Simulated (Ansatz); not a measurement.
**Geometry relaxation, with input and output: ZrNH₆O₃F (part 2 of 3)**

Continued. System: ZrNH₆O₃F. Method: RKS B3LYP/def2-SVP (Ansatz 0.2.0). It belongs to a series of runs on one base structure; here: end point B relaxed.

Geometry of the input (Å):
```
Zr 0.0979  0.5113  -0.3700
F  0.8064  -0.8242  2.4313
O  1.6373  -0.4632  -1.0157
H  2.2252  -1.1340  -1.3711
O  -0.8584  1.4276  -1.7791
H  -1.4204  1.6425  -2.5259
O  -1.2284  -0.6289  0.5030
H  -1.0332  -1.1399  1.3021
N  0.8742  1.9119  1.1016
H  1.8585  2.1839  1.1234
H  0.3335  2.6849  1.4889
H  0.8728  0.1079  2.4340
```

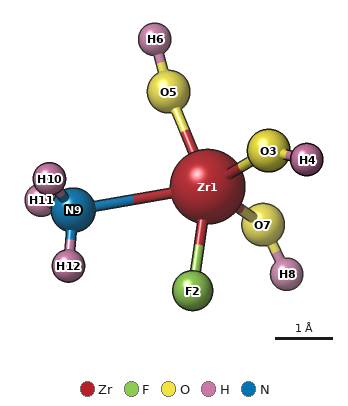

Fig. 1: The geometry at step 13 of the log (ball-and-stick view, seen on its broad side; atoms are numbered from 1 in the order of the input).

Trajectory as extended XYZ, continued
```
12
Properties=species:S:1:pos:R:3:forces:R:3 step=2 energy=-11725.25553
Zr    0.1123    0.5288   -0.3419   -0.2752  -0.5604  -0.4169
F     0.8136   -0.7246    2.4587    0.0585   0.4517  -0.1248
O     1.6404   -0.4528   -1.0032    0.0582   0.0234   0.0144
H     2.2219   -1.1249   -1.3652   -0.0131   0.0157   0.0219
O    -0.8466    1.4374   -1.7565   -0.0042   0.0994   0.0146
H    -1.4007    1.6535   -2.5091    0.0376   0.0270   0.0290
O    -1.2238   -0.6129    0.5150   -0.0064   0.0214  -0.0096
H    -1.0310   -1.1398    1.3042    0.0168   0.0291   0.0248
N     0.8555    1.7981    1.1463    0.2090   0.0527   0.2937
H     1.8313    2.1077    1.1185   -0.0419  -0.0456   0.0696
H     0.3125    2.5941    1.4899   -0.0034  -0.0910   0.1287
H     0.8797    0.2154    2.2659   -0.0358  -0.0235  -0.0454
12
Properties=species:S:1:pos:R:3:forces:R:3 step=3 energy=-11725.35172
Zr    0.0974    0.4783   -0.3605   -0.1437  -0.4414  -0.1948
F     0.8468   -0.5510    2.4062   -0.0367  -0.5663   0.1976
O     1.6470   -0.4742   -1.0114   -0.0266   0.0209  -0.0575
H     2.2419   -1.1356   -1.3699    0.0188  -0.0106   0.0210
O    -0.8438    1.4459   -1.7499    0.0105   0.0152   0.0249
H    -1.3861    1.6952   -2.5011    0.0431   0.0254   0.0345
O    -1.2398   -0.6466    0.5098   -0.0604  -0.0096  -0.0354
H    -1.0470   -1.1354    1.3242    0.0375   0.0419  -0.0159
N     0.8533    1.7092    1.1681   -0.0454   0.6276   0.3932
H     1.8219    2.0350    1.1565    0.0463  -0.0210  -0.0132
H     0.3032    2.4754    1.5777    0.0890  -0.1907  -0.0873
H     0.8705    0.3838    2.1727    0.0675   0.5087  -0.2671
12
Properties=species:S:1:pos:R:3:forces:R:3 step=4 energy=-11725.37892
Zr    0.0931    0.4386   -0.3493   -0.0338  -0.0506  -0.0551
F     0.8531   -0.5337    2.3771   -0.0212  -0.2676  -0.0014
O     1.6469   -0.4985   -1.0125   -0.0343   0.0074  -0.0560
H     2.2504   -1.1579   -1.3604    0.0158  -0.0081   0.0251
O    -0.8269    1.4517   -1.7200    0.0002  -0.0824   0.0150
H    -1.3524    1.7326   -2.4723    0.0512   0.0144   0.0441
O    -1.2556   -0.6786    0.5096   -0.0796  -0.0167  -0.0023
H    -1.0674   -1.1414    1.3406    0.0280   0.0175  -0.0332
N     0.8423    1.7269    1.1636    0.1719   0.0715   0.1130
H     1.8062    2.0710    1.1493   -0.0405  -0.0295  -0.0420
H     0.2824    2.4637    1.5929   -0.0951   0.0423   0.0191
H     0.8930    0.4055    2.1039    0.0374   0.3017  -0.0265
12
Properties=species:S:1:pos:R:3:forces:R:3 step=5 energy=-11725.40102
Zr    0.0863    0.4101   -0.3226    0.1015   0.0809   0.1222
F     0.8822   -0.5242    2.2889   -0.0114  -0.0699  -0.1187
O     1.6340   -0.5232   -1.0049   -0.0216  -0.0046  -0.0722
H     2.2443   -1.1901   -1.3276   -0.0100   0.0139   0.0347
O    -0.8092    1.4493   -1.6857   -0.0506  -0.0919  -0.0536
H    -1.3047    1.7559   -2.4492    0.0728  -0.0036   0.0786
O    -1.2882   -0.6955    0.5102   -0.0998  -0.0443   0.0280
H    -1.0933   -1.1764    1.3301    0.0000   0.0285  -0.0636
N     0.8395    1.7450    1.1767   -0.0425   0.0255   0.1270
H     1.7877    2.1234    1.1301   -0.0096   0.0226  -0.0404
H     0.2569    2.4616    1.6213    0.0526  -0.0926  -0.0888
H     0.9297    0.4440    2.0552    0.0186   0.1354   0.0466
12
Properties=species:S:1:pos:R:3:forces:R:3 step=6 energy=-11725.46659
Zr    0.0849    0.3739   -0.2555    0.2129  -0.0764   0.2435
F     0.9248   -0.5137    2.0989   -0.0479   0.0507  -0.2050
O     1.6127   -0.5506   -0.9941    0.0458  -0.0413  -0.1106
H     2.2322   -1.2284   -1.2796   -0.0902   0.0765   0.0583
O    -0.7828    1.4237   -1.6226   -0.1537   0.0146  -0.2368
H    -1.2256    1.7585   -2.4103    0.1483  -0.0696   0.2315
O    -1.3511   -0.7114    0.5080   -0.0709  -0.0896   0.1068
H    -1.1565   -1.2314    1.3054   -0.0647   0.0626  -0.1460
N     0.8439    1.7755    1.2185    0.4503  -0.2805  -0.0710
H     1.7661    2.2160    1.1076   -0.2722  -0.0655   0.0080
H     0.2331    2.4546    1.6586   -0.1823   0.2705   0.1365
H     0.9835    0.5132    1.9876    0.0246   0.1481  -0.0153
12
Properties=species:S:1:pos:R:3:forces:R:3 step=7 energy=-11725.57563
Zr    0.0965    0.3181   -0.1662    0.0480  -0.1682  -0.0453
F     0.9666   -0.4700    1.9154   -0.1165  -0.5713  -0.1425
O     1.5929   -0.5835   -0.9954    0.0858  -0.0574  -0.1086
H     2.2202   -1.2618   -1.2629   -0.1184   0.0802   0.0496
O    -0.7563    1.3762   -1.5342   -0.2082   0.1903  -0.5112
H    -1.1176    1.7505   -2.3514    0.2080  -0.1711   0.4764
O    -1.4274   -0.7343    0.4934    0.1253  -0.1424   0.2431
H    -1.2596   -1.3036    1.2642   -0.1500   0.0821  -0.1990
N     0.8578    1.8141    1.2621   -0.0333  -0.3225   0.1601
H     1.7294    2.3107    1.0839    0.0462   0.1120  -0.0231
H     0.2119    2.4638    1.7149    0.0686   0.0086   0.0123
H     1.0507    0.5996    1.8986    0.0445   0.9597   0.0883
12
Properties=species:S:1:pos:R:3:forces:R:3 step=8 energy=-11725.69205
Zr    0.1104    0.2446   -0.0919   -0.4427  -0.5062  -0.7639
F     0.9863   -0.3904    1.7427    0.0666  -2.3721   0.5476
O     1.5725   -0.6213   -1.0271    0.0567  -0.0603  -0.1241
H     2.2077   -1.3013   -1.2705   -0.1260   0.0717   0.0473
O    -0.7248    1.3286   -1.4538   -0.3180   0.6051  -1.0142
H    -1.0113    1.7541   -2.2862    0.2745  -0.3526   0.8881
O    -1.4951   -0.7716    0.4824    0.4323  -0.2305   0.3883
H    -1.3658   -1.3965    1.2227   -0.1891   0.2467  -0.3648
N     0.8702    1.8239    1.3301    1.4863   0.7831  -0.7304
H     1.7117    2.3973    1.0698   -0.9749  -0.6375   0.3304
H     0.2052    2.4332    1.7742   -0.3879   0.4117   0.4291
H     1.0980    0.7794    1.8301    0.1222   2.0406   0.3665
12
Properties=species:S:1:pos:R:3:forces:R:3 step=9 energy=-11725.98819
Zr    0.1143    0.1789   -0.0755   -0.3595  -0.6676  -0.3686
F     1.0175   -0.4136    1.6751   -0.0139  -1.8603   0.3950
O     1.5585   -0.6598   -1.0665   -0.0398  -0.0077  -0.1966
H     2.1997   -1.3391   -1.2898   -0.0728   0.0066   0.0462
O    -0.7067    1.3077   -1.4189   -0.2635   0.7544  -1.0436
H    -0.9435    1.7770   -2.2444    0.2326  -0.4061   0.9268
O    -1.5272   -0.8040    0.4742    0.4778  -0.3473   0.4398
H    -1.4420   -1.4653    1.1933   -0.1365   0.4039  -0.4891
N     0.8992    1.8476    1.3570   -2.6245   1.8389  -0.3784
H     1.6498    2.4139    1.0731    1.5233   0.9609  -0.4799
H     0.2013    2.4682    1.8249    0.6836  -0.7875  -0.2356
H     1.1444    0.9683    1.8200    0.5933   0.1120   1.3840
12
Properties=species:S:1:pos:R:3:forces:R:3 step=10 energy=-11726.30746
Zr    0.1242    0.0973   -0.0281   -0.4378  -0.4190  -0.6494
F     1.0296   -0.5207    1.6417    0.1756  -0.4782   0.6515
O     1.5196   -0.7288   -1.1077   -0.0829   0.0107  -0.1419
H     2.1516   -1.4153   -1.3353   -0.0749   0.0058   0.0597
O    -0.6676    1.3033   -1.3333   -0.2236   1.0915  -1.2597
H    -0.8195    1.8697   -2.1265    0.1882  -0.7442   1.1743
O    -1.5451   -0.8710    0.4678    0.4853  -0.8242   0.7364
H    -1.4910   -1.6123    1.1260   -0.1267   0.8983  -0.8012
N     0.8819    1.9305    1.3533   -0.4628   1.8729  -1.7699
H     1.6396    2.5440    1.0048   -0.2738  -0.6770   0.3346
H     0.1798    2.5467    1.7680    0.0562  -0.3314   0.2228
H     1.1621    1.1364    1.8918    0.7771  -0.4051   1.4427
12
Properties=species:S:1:pos:R:3:forces:R:3 step=11 energy=-11726.51877
Zr    0.1546    0.0560   -0.0151   -0.0102  -0.2670  -0.0623
F     1.0636   -0.5501    1.6998   -0.1539  -0.0489  -0.0628
O     1.4946   -0.7823   -1.1419    0.0597  -0.0799  -0.1660
H     2.0972   -1.4932   -1.3742   -0.0542   0.0074   0.0296
O    -0.6129    1.3860   -1.2235   -0.2017   0.7054  -0.9675
H    -0.7560    1.9815   -1.9877    0.1513  -0.6188   0.8861
O    -1.4984   -0.9222    0.4493    0.1574  -0.8364   0.7047
H    -1.4729   -1.6673    1.0990   -0.0844   0.7886  -0.7075
N     0.8463    1.9256    1.2769   -0.1764   0.6461  -0.3964
H     1.6189    2.5226    0.9577   -0.0441  -0.3817   0.1534
H     0.1074    2.5651    1.5825    0.0338  -0.2181   0.1185
H     1.1229    1.2580    1.9997    0.3227   0.3034   0.4702
12
Properties=species:S:1:pos:R:3:forces:R:3 step=12 energy=-11726.60895
Zr    0.1698    0.0074   -0.0171    0.0116   0.2803   0.0182
F     1.0710   -0.5516    1.6885   -0.0777  -0.2088  -0.0172
O     1.4764   -0.8275   -1.1868    0.0825  -0.1191  -0.1339
H     2.0691   -1.5505   -1.4070   -0.0452   0.0090   0.0106
O    -0.5862    1.4117   -1.1700   -0.1094   0.4521  -0.7208
H    -0.7164    2.0249   -1.9176    0.1245  -0.5532   0.7303
O    -1.4848   -0.9696    0.4204    0.0431  -0.7806   0.6492
H    -1.4917   -1.7037    1.0776   -0.0503   0.6652  -0.6384
N     0.8394    1.9316    1.2764   -0.2764   0.1432   0.1077
H     1.5976    2.5198    0.9371    0.2171  -0.0174  -0.0701
H     0.0772    2.5728    1.5134    0.0155  -0.1177   0.0475
H     1.1440    1.4145    2.1078    0.0647   0.2472   0.0169
12
Properties=species:S:1:pos:R:3:forces:R:3 step=13 energy=-11726.65982
Zr    0.1882    0.0026   -0.0065   -0.1393  -0.1280   0.1089
F     1.0642   -0.6089    1.6806    0.0130  -0.0365  -0.0520
O     1.4549   -0.8526   -1.2177    0.0164   0.0402  -0.0105
H     2.0243   -1.5953   -1.4343   -0.0423   0.0056   0.0247
O    -0.5761    1.4149   -1.1527    0.0560   0.2255  -0.2673
H    -0.6907    2.0395   -1.8806    0.0265  -0.2639   0.3408
O    -1.4532   -1.0129    0.3991    0.0509  -0.3176   0.2736
H    -1.4991   -1.7557    1.0293    0.0227   0.3685  -0.3410
N     0.8295    1.9516    1.3121   -0.0357   0.1188   0.0827
H     1.5892    2.4911    0.8900    0.0425  -0.0171   0.0443
H     0.0769    2.6212    1.4906   -0.0196  -0.0384  -0.0369
H     1.1569    1.5843    2.2126    0.0090   0.0430  -0.1672
12
Properties=species:S:1:pos:R:3:forces:R:3 step=14 energy=-11726.66880
Zr    0.1937   -0.0294    0.0157   -0.0976   0.1130  -0.0435
F     1.0781   -0.6576    1.6794    0.0296   0.0307   0.0188
O     1.4502   -0.8611   -1.2247   -0.0088   0.0144   0.0143
H     2.0023   -1.6143   -1.4498   -0.0320   0.0020   0.0245
O    -0.5406    1.4210   -1.1072    0.0311   0.0587  -0.1352
H    -0.6475    2.0605   -1.8182    0.0067  -0.1570   0.1876
O    -1.4588   -1.0345    0.3925    0.0449  -0.1988   0.1592
H    -1.5321   -1.7901    0.9977    0.0143   0.2215  -0.2043
N     0.8284    1.9705    1.3040   -0.1430   0.0516   0.1139
H     1.5618    2.5207    0.8532    0.0526   0.0067  -0.0242
H     0.0497    2.6191    1.4615    0.0656  -0.1126  -0.0766
H     1.1800    1.6750    2.2183    0.0365  -0.0302  -0.0343
12
Properties=species:S:1:pos:R:3:forces:R:3 step=15 energy=-11726.67348
Zr    0.1940   -0.0139    0.0237   -0.0066  -0.0398  -0.0373
F     1.0824   -0.6397    1.6914   -0.0137   0.0298  -0.0029
O     1.4453   -0.8590   -1.2098    0.0170   0.0191  -0.0162
H     1.9837   -1.6231   -1.4309   -0.0233   0.0011   0.0234
O    -0.5487    1.4206   -1.1067    0.0428  -0.0235   0.0159
H    -0.6678    2.0521   -1.8166   -0.0264   0.0146   0.0043
O    -1.4527   -1.0301    0.3828    0.0237  -0.0418   0.0483
H    -1.5244   -1.8004    0.9616   -0.0125   0.0423  -0.0442
N     0.8419    1.9723    1.2990   -0.1398   0.0214   0.1677
H     1.5731    2.5359    0.8638    0.0609   0.0325  -0.0554
H     0.0488    2.6028    1.4530    0.0832  -0.0582  -0.0336
H     1.1896    1.6623    2.2112   -0.0053   0.0025  -0.0700
12
Properties=species:S:1:pos:R:3:forces:R:3 step=16 energy=-11726.67497
Zr    0.1935   -0.0134    0.0251   -0.0426  -0.0196   0.0400
F     1.0792   -0.6312    1.6971   -0.0049   0.0075  -0.0034
O     1.4507   -0.8567   -1.2019    0.0292   0.0082  -0.0394
H     1.9829   -1.6269   -1.4157   -0.0090  -0.0054   0.0166
O    -0.5485    1.4222   -1.1011    0.0436  -0.0362   0.0176
H    -0.6773    2.0567   -1.8052   -0.0352   0.0501  -0.0341
O    -1.4523   -1.0318    0.3772    0.0229   0.0064  -0.0110
H    -1.5282   -1.8128    0.9379   -0.0213  -0.0226   0.0146
N     0.8380    1.9734    1.3008   -0.0500   0.0271   0.0658
H     1.5658    2.5219    0.8388    0.0200   0.0311  -0.0128
H     0.0555    2.6131    1.4650    0.0612  -0.0474  -0.0224
H     1.2060    1.6653    2.2045   -0.0140   0.0008  -0.0314
12
Properties=species:S:1:pos:R:3:forces:R:3 step=17 energy=-11726.68049
Zr    0.1820   -0.0095    0.0247    0.1260  -0.0087   0.0553
F     1.0830   -0.6517    1.6793   -0.0356   0.0114  -0.0286
O     1.4617   -0.8142   -1.2186    0.0939  -0.0940  -0.0299
H     2.0372   -1.5866   -1.2672   -0.0948   0.0948   0.0239
O    -0.5595    1.4353   -1.0827   -0.0033  -0.0210  -0.0066
H    -0.8651    2.0624   -1.7367   -0.0252   0.0477  -0.0164
O    -1.4455   -1.0555    0.3478   -0.0691  -0.0596   0.0161
H    -1.5801   -1.8596    0.8622    0.0008   0.0081  -0.0046
N     0.8774    1.9663    1.2867   -0.2538   0.0733   0.1032
H     1.6780    2.4167    0.8425    0.1062   0.0556  -0.0027
H     0.1431    2.6790    1.3497    0.1075  -0.0921  -0.0415
H     1.1529    1.6971    2.2347    0.0475  -0.0155  -0.0684
12
Properties=species:S:1:pos:R:3:forces:R:3 step=18 energy=-11726.68009 accepted=F
Zr    0.1674   -0.0005    0.0073   -0.1636   0.2309  -0.3387
F     1.0340   -0.6591    1.6513    0.1350  -0.1239   0.2998
O     1.4854   -0.7806   -1.2191   -0.0035   0.0459  -0.0403
H     2.0470   -1.5547   -1.1186    0.0689  -0.1026  -0.0170
O    -0.5900    1.4432   -1.0970    0.0312  -0.1050   0.0278
H    -0.9435    2.1081   -1.6864   -0.0256   0.0429  -0.0032
O    -1.4517   -1.0720    0.3152   -0.0509  -0.0350   0.0015
H    -1.5304   -1.8584    0.8665   -0.0319  -0.0435   0.0137
N     0.8941    1.9496    1.2572   -0.0213   0.0273   0.0362
H     1.7225    2.3739    0.8337    0.0130   0.0200   0.0165
H     0.1831    2.6814    1.3115    0.0290   0.0045   0.0082
H     1.1473    1.6488    2.2010    0.0195   0.0384  -0.0045
12
Properties=species:S:1:pos:R:3:forces:R:3 step=19 energy=-11726.68356
Zr    0.1784   -0.0047    0.0183    0.0268   0.0387  -0.0441
F     1.0664   -0.6535    1.6722    0.0036  -0.0095   0.0462
O     1.4735   -0.8000   -1.2201    0.1198  -0.1314  -0.0127
H     2.0413   -1.5809   -1.1937   -0.1027   0.1203  -0.0020
O    -0.5698    1.4387   -1.0863   -0.0685   0.0770  -0.1266
H    -0.9231    2.0787   -1.7079    0.0444  -0.0793   0.1115
O    -1.4442   -1.0658    0.3290   -0.0412  -0.0259  -0.0005
H    -1.5727   -1.8693    0.8450   -0.0049  -0.0123   0.0071
N     0.8875    1.9654    1.2740    0.1519   0.0056  -0.0821
H     1.7088    2.4045    0.8427   -0.1052  -0.0601   0.0880
H     0.1700    2.6871    1.3300   -0.0693   0.0806  -0.0054
H     1.1491    1.6797    2.2193    0.0455  -0.0036   0.0206
12
Properties=species:S:1:pos:R:3:forces:R:3 step=20 energy=-11726.69024
Zr    0.1669   -0.0035    0.0081   -0.0159  -0.0451  -0.0052
F     0.9931   -0.6413    1.7000   -0.0222  -0.0005   0.0080
O     1.5055   -0.7827   -1.1985   -0.0364   0.0581   0.0269
H     2.0315   -1.5872   -1.1480    0.0333  -0.0414  -0.0104
O    -0.6050    1.4240   -1.0975   -0.0288   0.0588  -0.0569
H    -0.9753    2.1252   -1.6366    0.0226  -0.0692   0.0690
O    -1.4398   -1.1098    0.2773    0.0338   0.0170  -0.0095
H    -1.5385   -1.8940    0.8297   -0.0034   0.0038  -0.0045
N     0.9119    1.9703    1.2522    0.0067   0.0128  -0.0308
H     1.7500    2.3874    0.8399    0.0019   0.0094  -0.0105
H     0.2089    2.7108    1.2940    0.0231  -0.0007   0.0198
H     1.1559    1.6807    2.2018   -0.0146  -0.0029   0.0040
12
Properties=species:S:1:pos:R:3:forces:R:3 step=21 energy=-11726.68948 accepted=F
Zr    0.1439   -0.0106    0.0098   -0.0090  -0.1429   0.0432
F     0.8687   -0.6245    1.7671   -0.1073   0.1240  -0.1576
O     1.5614   -0.7415   -1.1448   -0.0752  -0.0334   0.1177
H     2.0374   -1.5801   -1.1002   -0.0105   0.0776  -0.0281
O    -0.6591    1.3939   -1.0963   -0.2865   0.6038  -0.3062
H    -1.0538    2.1727   -1.5225    0.2778  -0.6167   0.3224
O    -1.4403   -1.1794    0.1951    0.1598  -0.0300   0.0696
H    -1.5172   -1.9410    0.7868   -0.0010   0.1066  -0.0867
N     0.9496    1.9881    1.2043   -0.0686   0.0365   0.0468
H     1.8142    2.3678    0.8136    0.0350   0.0128  -0.0691
H     0.2880    2.7703    1.2610    0.1192  -0.1756   0.0130
H     1.1724    1.6642    2.1485   -0.0338   0.0373   0.0350
12
Properties=species:S:1:pos:R:3:forces:R:3 step=22 energy=-11726.69499
Zr    0.1561   -0.0054    0.0106    0.0079  -0.0422   0.0213
F     0.9302   -0.6270    1.7345   -0.0387   0.0051  -0.0178
O     1.5242   -0.7679   -1.1724   -0.0394   0.0538   0.0421
H     2.0378   -1.5814   -1.1454    0.0322  -0.0360  -0.0149
O    -0.6253    1.4182   -1.0918   -0.0219   0.0442  -0.0318
H    -1.0016    2.1349   -1.6047    0.0073  -0.0557   0.0489
O    -1.4388   -1.1375    0.2456    0.0377   0.0059  -0.0132
H    -1.5319   -1.9112    0.8141   -0.0062   0.0129  -0.0093
N     0.9331    1.9738    1.2366   -0.0176   0.0063  -0.0243
H     1.7725    2.3889    0.8261    0.0165   0.0139  -0.0247
H     0.2336    2.7174    1.2849    0.0328  -0.0055   0.0180
H     1.1753    1.6769    2.1844   -0.0107  -0.0027   0.0057
12
Properties=species:S:1:pos:R:3:forces:R:3 step=23 energy=-11726.70132
Zr    0.1482   -0.0056    0.0146   -0.0294  -0.0718   0.0564
F     0.8658   -0.6158    1.7701   -0.0585   0.0413  -0.0684
O     1.5485   -0.7486   -1.1427   -0.0213   0.0146   0.0591
H     2.0472   -1.5727   -1.1383    0.0098   0.0101  -0.0203
O    -0.6526    1.4068   -1.0861    0.0658  -0.0603   0.0593
H    -1.0389    2.1340   -1.5705   -0.0641   0.0602  -0.0384
O    -1.4358   -1.1629    0.2069    0.0619   0.0099  -0.0178
H    -1.5316   -1.9247    0.7908   -0.0066   0.0044  -0.0036
N     0.9522    1.9788    1.2219   -0.0051   0.0073  -0.0139
H     1.7952    2.3797    0.8049    0.0233   0.0153  -0.0213
H     0.2699    2.7375    1.2845    0.0247  -0.0259   0.0014
H     1.1971    1.6734    2.1664   -0.0006  -0.0053   0.0074
```
